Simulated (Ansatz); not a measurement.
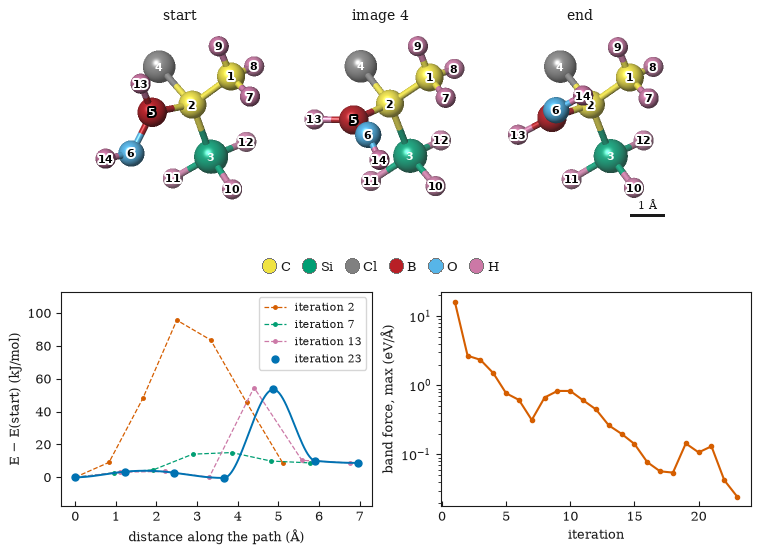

NEB run on C₂H₈BClOSi. Images are numbered from 0 (start) to 6 (end). The plot follows the band through its iterations. Style: ball-and-stick. Shown at a tilt.

Theory: Ansatz 0.2.0, RKS r2SCAN/6-31G. Settings: 5 movable images; climbing image; force threshold 0.03 eV/Å; iteration limit 26; starting path through a guess of the saddle point.

> Judge this run.

The run is converged, with reservations. The band converged in 23 iterations. The largest component of the band force went from 16 to 0.025 eV/Å. The climbing image converged on the top of the path. Its vibrational analysis gives one imaginary mode (793i cm⁻¹), as a transition state must have. The first iteration put the highest image at 309.8 kJ/mol. The highest point, image 4, lies 53.5 kJ/mol above the start and 44.7 kJ/mol above the end; the end is at +8.8 kJ/mol relative to the start. Image 3 lies below both ends, at −0.4 kJ/mol, which points to an intermediate minimum that so few images don't resolve. The profile has 2 maxima (images 1, 4) with a dip at image 3 (−0.4 kJ/mol), so the process runs in steps.

Cost: 18 min on 1 thread of Arm Neoverse V1 (shared host), peak memory 0.16 GiB.
